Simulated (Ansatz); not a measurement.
AlN3H8: geometry relaxation (part 2 of 2)

AlN3H8; RKS PBE0-D4/def2-TZVP (Ansatz 0.2.0). The geometry is a transition state displaced along its imaginary mode. The reaction was set up to form Al1–N6 and H2–H5 and to break Al1–H2 and H5–N6 (atoms counted from 1 in the order of the input); sticks are drawn by distance alone.

Geometry of the input (Å):
```
Al -0.1022  0.1278  0.0625
H  0.8530  -1.2349  1.0677
N  0.5505  1.7586  0.3237
N  -1.7722  -0.2569  0.5725
H  0.9678  -1.3361  0.4136
N  0.7271  -0.8234  -1.2571
H  1.3337  2.1203  -0.1959
H  0.2741  2.4226  1.0279
H  -2.5342  0.3980  0.4676
H  -2.1104  -1.0971  1.0135
H  1.5843  -0.5612  -1.7076
H  0.2284  -1.5179  -1.7883
```

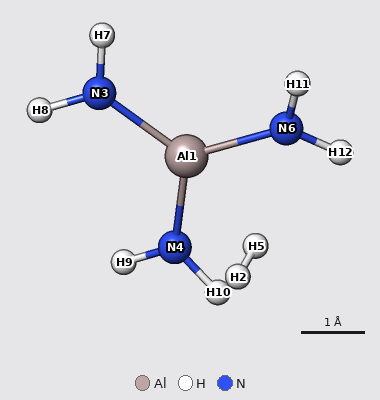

Fig. 1: The geometry at step 19 of the log (ball-and-stick view, seen at a tilt; atoms are numbered from 1 in the order of the input).

## Trajectory as extended XYZ, continued
```
12
Properties=species:S:1:pos:R:3:forces:R:3 step=6 energy=-11193.63799
Al   -0.1868    0.2622   -0.2527   -0.0317  -0.0037  -0.0033
H     0.8855   -1.3536    1.7493    0.0148  -0.0018   0.0063
N     0.5379    1.8101    0.2085    0.0260   0.0229   0.0193
N    -1.7172   -0.2348    0.4906   -0.3735   0.0136   0.0971
H     1.1108   -1.5628    1.0650    0.0320  -0.0319   0.0353
N     0.5969   -0.7370   -1.4917    0.1963   0.0428  -0.0883
H     1.2818    2.2648   -0.2943   -0.0270   0.0141   0.0167
H     0.3100    2.3303    1.0399    0.0132  -0.0263  -0.0432
H    -2.4216    0.4223    0.8121    0.2702  -0.3314  -0.0840
H    -2.0578   -1.1862    0.5643    0.0745   0.3483  -0.0422
H     1.5378   -0.5939   -1.8339   -0.2192  -0.0462   0.0618
H     0.1228   -1.4217   -2.0571    0.0242  -0.0004   0.0245
12
Properties=species:S:1:pos:R:3:forces:R:3 step=8 energy=-11193.66017
Al   -0.2234    0.2971   -0.2706    0.0319   0.0005  -0.0320
H     1.0653   -1.4593    1.8116    0.0249  -0.0229  -0.0444
N     0.5256    1.8296    0.2046   -0.0048   0.0156   0.0128
N    -1.7764   -0.1910    0.4244   -0.0323   0.0238   0.0126
H     1.2290   -1.6391    1.1013   -0.0101   0.0109   0.0726
N     0.5765   -0.7349   -1.4711   -0.0354   0.0154  -0.0068
H     1.2669    2.2893   -0.2969   -0.0065  -0.0129   0.0051
H     0.2837    2.3606    1.0242   -0.0066  -0.0020  -0.0089
H    -2.4219    0.4341    0.8777    0.0188  -0.0250   0.0023
H    -2.1544   -1.1230    0.4033    0.0017   0.0101  -0.0066
H     1.5086   -0.5950   -1.8218    0.0189  -0.0036   0.0008
H     0.1205   -1.4685   -1.9866   -0.0007  -0.0101  -0.0076
12
Properties=species:S:1:pos:R:3:forces:R:3 step=10 energy=-11193.66564
Al   -0.2469    0.3462   -0.3020   -0.0023  -0.0179  -0.0034
H     1.2103   -1.6790    1.9163    0.0133  -0.0143  -0.0645
N     0.4952    1.8824    0.1703   -0.0036   0.0162   0.0058
N    -1.7995   -0.1474    0.3910   -0.0110   0.0191   0.0140
H     1.2916   -1.7825    1.1779   -0.0104   0.0133   0.0636
N     0.5586   -0.7048   -1.4806   -0.0047  -0.0101  -0.0059
H     1.2441    2.3380   -0.3230    0.0026  -0.0070   0.0009
H     0.2236    2.4324    0.9677   -0.0015  -0.0045  -0.0060
H    -2.4212    0.4532    0.9060    0.0148  -0.0158  -0.0152
H    -2.1758   -1.0793    0.3482   -0.0031   0.0049   0.0016
H     1.5045   -0.5937   -1.8042    0.0031   0.0058   0.0013
H     0.1156   -1.4659   -1.9675    0.0027   0.0102   0.0078
12
Properties=species:S:1:pos:R:3:forces:R:3 step=12 energy=-11193.66664
Al   -0.2612    0.3592   -0.3030    0.0040   0.0074   0.0051
H     1.3129   -1.7795    1.9165    0.0027  -0.0077  -0.1339
N     0.4771    1.9005    0.1603   -0.0052  -0.0059  -0.0045
N    -1.8219   -0.1232    0.3791   -0.0028   0.0054   0.0038
H     1.3120   -1.8078    1.1650   -0.0008   0.0058   0.1290
N     0.5593   -0.7075   -1.4567   -0.0088  -0.0125  -0.0024
H     1.2457    2.3388   -0.3179    0.0001  -0.0005   0.0023
H     0.1914    2.4635    0.9434    0.0007   0.0015  -0.0016
H    -2.4417    0.4809    0.8920    0.0072  -0.0093  -0.0100
H    -2.2039   -1.0526    0.3337   -0.0055   0.0036   0.0037
H     1.5065   -0.5952   -1.7759    0.0066   0.0056   0.0017
H     0.1239   -1.4774   -1.9364    0.0018   0.0065   0.0069
12
Properties=species:S:1:pos:R:3:forces:R:3 step=14 energy=-11193.66798
Al   -0.2776    0.3778   -0.2922    0.0098  -0.0071  -0.0049
H     1.4180   -1.9026    1.8543   -0.0061  -0.0004  -0.1274
N     0.4514    1.9299    0.1483   -0.0031   0.0100   0.0085
N    -1.8512   -0.0891    0.3703   -0.0136   0.0093   0.0090
H     1.3540   -1.8604    1.1061    0.0068  -0.0023   0.1290
N     0.5690   -0.7188   -1.3991    0.0006  -0.0027  -0.0052
H     1.2374    2.3505   -0.3179   -0.0088  -0.0006   0.0068
H     0.1487    2.5134    0.9104    0.0087  -0.0120  -0.0204
H    -2.4817    0.5285    0.8537    0.0136  -0.0131  -0.0108
H    -2.2350   -1.0184    0.3390    0.0001   0.0047   0.0000
H     1.5211   -0.6084   -1.7056   -0.0124   0.0010   0.0063
H     0.1458   -1.5027   -1.8673    0.0042   0.0130   0.0090
12
Properties=species:S:1:pos:R:3:forces:R:3 step=16 energy=-11193.66863
Al   -0.2817    0.3856   -0.2912    0.0056  -0.0056  -0.0026
H     1.4506   -1.9583    1.8428   -0.0086   0.0042  -0.0934
N     0.4428    1.9420    0.1408   -0.0004   0.0019   0.0000
N    -1.8569   -0.0796    0.3687   -0.0028   0.0016   0.0007
H     1.3576   -1.8776    1.1017    0.0100  -0.0079   0.0938
N     0.5720   -0.7182   -1.3853   -0.0021   0.0040   0.0027
H     1.2307    2.3599   -0.3244   -0.0049   0.0010   0.0035
H     0.1363    2.5305    0.8970    0.0031  -0.0034  -0.0083
H    -2.4899    0.5400    0.8452    0.0029  -0.0019  -0.0023
H    -2.2395   -1.0095    0.3415    0.0004   0.0018  -0.0005
H     1.5254   -0.6085   -1.6876   -0.0031   0.0013   0.0029
H     0.1526   -1.5064   -1.8490   -0.0002   0.0031   0.0035
12
Properties=species:S:1:pos:R:3:forces:R:3 step=17 energy=-11193.66918
Al   -0.2870    0.3976   -0.2880    0.0005  -0.0020  -0.0066
H     1.4944   -2.0438    1.8246   -0.0228   0.0205  -0.1433
N     0.4290    1.9622    0.1284    0.0003  -0.0030  -0.0013
N    -1.8651   -0.0648    0.3668    0.0027  -0.0022  -0.0019
H     1.3693   -1.9138    1.0937    0.0241  -0.0244   0.1420
N     0.5774   -0.7166   -1.3629   -0.0051   0.0072   0.0098
H     1.2187    2.3766   -0.3368   -0.0014   0.0017   0.0010
H     0.1158    2.5593    0.8748    0.0001  -0.0002  -0.0027
H    -2.5029    0.5583    0.8321   -0.0013   0.0022   0.0012
H    -2.2457   -0.9957    0.3463    0.0008   0.0009   0.0001
H     1.5323   -0.6075   -1.6597    0.0034   0.0006   0.0002
H     0.1638   -1.5120   -1.8193   -0.0013  -0.0012   0.0015
12
Properties=species:S:1:pos:R:3:forces:R:3 step=19 energy=-11193.67020
Al   -0.2947    0.4153   -0.2837    0.0086  -0.0060  -0.0076
H     1.5439   -2.1596    1.7845   -0.0289   0.0324  -0.1325
N     0.4094    1.9910    0.1107   -0.0039   0.0018   0.0047
N    -1.8758   -0.0446    0.3657   -0.0061   0.0044   0.0034
H     1.3855   -1.9637    1.0752    0.0303  -0.0371   0.1312
N     0.5876   -0.7157   -1.3266   -0.0089   0.0063   0.0080
H     1.2023    2.4003   -0.3537   -0.0028   0.0014   0.0015
H     0.0855    2.6009    0.8425    0.0035  -0.0079  -0.0119
H    -2.5210    0.5832    0.8148    0.0065  -0.0077  -0.0052
H    -2.2509   -0.9780    0.3582    0.0012   0.0048   0.0005
H     1.5447   -0.6062   -1.6166   -0.0023   0.0000   0.0019
H     0.1835   -1.5231   -1.7709    0.0028   0.0077   0.0060
12
Properties=species:S:1:pos:R:3:forces:R:3 step=21 energy=-11193.67170
Al   -0.3077    0.4520   -0.2708    0.0292  -0.0062  -0.0216
H     1.6305   -2.4048    1.6933   -0.0574   0.0886  -0.1831
N     0.3674    2.0534    0.0708   -0.0175  -0.0037   0.0144
N    -1.8949   -0.0033    0.3665   -0.0131   0.0047   0.0081
H     1.4268   -2.0835    1.0412    0.0580  -0.0928   0.1805
N     0.6111   -0.7107   -1.2476   -0.0240   0.0150   0.0172
H     1.1643    2.4537   -0.3946   -0.0019   0.0015   0.0012
H     0.0184    2.6910    0.7673    0.0107  -0.0249  -0.0265
H    -2.5563    0.6330    0.7791    0.0138  -0.0196  -0.0100
H    -2.2576   -0.9416    0.3878    0.0008   0.0147   0.0022
H     1.5714   -0.5983   -1.5259   -0.0029   0.0018   0.0038
H     0.2268   -1.5411   -1.6671    0.0042   0.0209   0.0140
12
Properties=species:S:1:pos:R:3:forces:R:3 step=23 energy=-11193.67267
Al   -0.3070    0.4562   -0.2703   -0.0130   0.0053   0.0093
H     1.6302   -2.4278    1.6815   -0.0004  -0.0015  -0.0028
N     0.3629    2.0599    0.0646    0.0024   0.0052   0.0001
N    -1.8933   -0.0002    0.3687    0.0020  -0.0007  -0.0018
H     1.4292   -2.1023    1.0376    0.0011  -0.0026   0.0015
N     0.6147   -0.7076   -1.2382    0.0065  -0.0082  -0.0076
H     1.1586    2.4617   -0.4013   -0.0003   0.0006  -0.0008
H     0.0098    2.6989    0.7566   -0.0004  -0.0011  -0.0021
H    -2.5576    0.6355    0.7764    0.0002   0.0019  -0.0003
H    -2.2544   -0.9387    0.3935    0.0007  -0.0009   0.0004
H     1.5753   -0.5955   -1.5155   -0.0009  -0.0003   0.0013
H     0.2317   -1.5402   -1.6534    0.0021   0.0022   0.0026
12
Properties=species:S:1:pos:R:3:forces:R:3 step=25 energy=-11193.67353
Al   -0.3140    0.4963   -0.2531    0.0107   0.0138  -0.0104
H     1.6835   -2.6776    1.5803   -0.0429   0.0784  -0.1204
N     0.3164    2.1297    0.0147   -0.0220   0.0093   0.0259
N    -1.9031    0.0390    0.3783   -0.0294  -0.0037   0.0137
H     1.4663   -2.2612    0.9915    0.0419  -0.0772   0.1195
N     0.6467   -0.6945   -1.1501   -0.0164  -0.0132   0.0016
H     1.1107    2.5276   -0.4570    0.0009  -0.0040  -0.0023
H    -0.0657    2.7953    0.6664    0.0151  -0.0340  -0.0291
H    -2.5887    0.6801    0.7417    0.0264  -0.0246  -0.0134
H    -2.2467   -0.9051    0.4391    0.0070   0.0257   0.0011
H     1.6098   -0.5781   -1.4169    0.0003   0.0025   0.0021
H     0.2849   -1.5517   -1.5346    0.0085   0.0269   0.0116
12
Properties=species:S:1:pos:R:3:forces:R:3 step=27 energy=-11193.67416
Al   -0.3143    0.5062   -0.2495    0.0007   0.0064  -0.0029
H     1.6865   -2.7455    1.5389   -0.0107   0.0205  -0.0268
N     0.3042    2.1463   -0.0007   -0.0049   0.0065   0.0083
N    -1.9023    0.0469    0.3832   -0.0102  -0.0062   0.0033
H     1.4667   -2.2889    0.9861    0.0103  -0.0207   0.0262
N     0.6580   -0.6904   -1.1247   -0.0059  -0.0053   0.0003
H     1.0976    2.5441   -0.4739    0.0007  -0.0050  -0.0030
H    -0.0862    2.8170    0.6397    0.0035  -0.0096  -0.0067
H    -2.5938    0.6878    0.7338    0.0087  -0.0041  -0.0037
H    -2.2396   -0.8982    0.4568    0.0035   0.0076   0.0005
H     1.6217   -0.5726   -1.3883    0.0006   0.0027   0.0017
H     0.3017   -1.5529   -1.5013    0.0036   0.0072   0.0029
12
Properties=species:S:1:pos:R:3:forces:R:3 step=28 energy=-11193.67425
Al   -0.3149    0.5142   -0.2460    0.0014  -0.0002  -0.0011
H     1.6859   -2.7938    1.5111   -0.0043   0.0078  -0.0107
N     0.2943    2.1597   -0.0134    0.0020   0.0018  -0.0006
N    -1.9019    0.0527    0.3874    0.0000  -0.0059  -0.0015
H     1.4677   -2.3183    0.9747    0.0041  -0.0079   0.0112
N     0.6673   -0.6864   -1.1042   -0.0019   0.0015   0.0012
H     1.0869    2.5567   -0.4886    0.0000  -0.0044  -0.0025
H    -0.1015    2.8346    0.6186   -0.0019   0.0044   0.0041
H    -2.5982    0.6935    0.7278   -0.0012   0.0049   0.0010
H    -2.2334   -0.8932    0.4721    0.0012  -0.0007   0.0004
H     1.6315   -0.5665   -1.3649    0.0002   0.0026   0.0014
H     0.3163   -1.5534   -1.4748    0.0004  -0.0039  -0.0027
12
Properties=species:S:1:pos:R:3:forces:R:3 step=30 energy=-11193.67429
Al   -0.3152    0.5196   -0.2441    0.0036  -0.0003  -0.0006
H     1.6811   -2.8301    1.4938   -0.0017   0.0030  -0.0028
N     0.2875    2.1692   -0.0226   -0.0040   0.0010   0.0038
N    -1.9006    0.0550    0.3908   -0.0011  -0.0006   0.0002
H     1.4652   -2.3368    0.9731    0.0015  -0.0030   0.0028
N     0.6741   -0.6819   -1.0929   -0.0040  -0.0019  -0.0005
H     1.0782    2.5652   -0.5017    0.0002  -0.0012  -0.0013
H    -0.1101    2.8470    0.6054    0.0023   0.0003  -0.0016
H    -2.6001    0.6955    0.7257    0.0008  -0.0007  -0.0004
H    -2.2267   -0.8920    0.4846    0.0003   0.0012   0.0001
H     1.6386   -0.5587   -1.3512    0.0002   0.0012   0.0007
H     0.3281   -1.5521   -1.4609    0.0021   0.0009  -0.0004
12
Properties=species:S:1:pos:R:3:forces:R:3 step=32 energy=-11193.67431
Al   -0.3137    0.5198   -0.2440   -0.0004   0.0005   0.0011
H     1.6662   -2.8338    1.4956    0.0000  -0.0019   0.0023
N     0.2861    2.1708   -0.0249    0.0002  -0.0021  -0.0013
N    -1.8966    0.0512    0.3945    0.0021   0.0012  -0.0001
H     1.4542   -2.3395    0.9746   -0.0001   0.0021  -0.0025
N     0.6777   -0.6784   -1.0950    0.0008   0.0001  -0.0006
H     1.0731    2.5670   -0.5101   -0.0005   0.0011   0.0009
H    -0.1082    2.8491    0.6045    0.0000   0.0000  -0.0003
H    -2.5968    0.6906    0.7299   -0.0007  -0.0009   0.0001
H    -2.2194   -0.8965    0.4915   -0.0006   0.0000   0.0001
H     1.6421   -0.5512   -1.3517   -0.0003  -0.0007   0.0001
H     0.3354   -1.5492   -1.4648   -0.0004   0.0005   0.0002
```

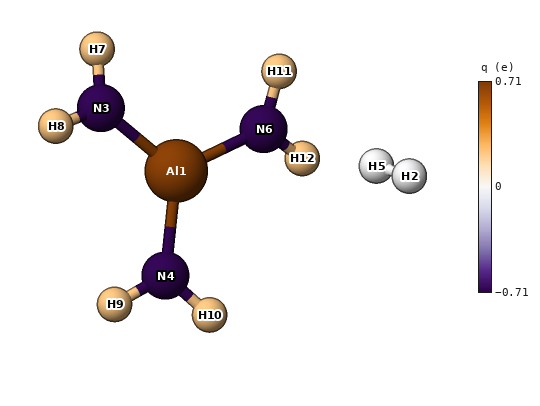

Fig. 2: Mulliken charges, as the colour of each atom (ball-and-stick view, seen at a tilt; atoms are numbered from 1 in the order of the input). By element: Al +0.67, H −0.01 to +0.23 and N −0.68 e.
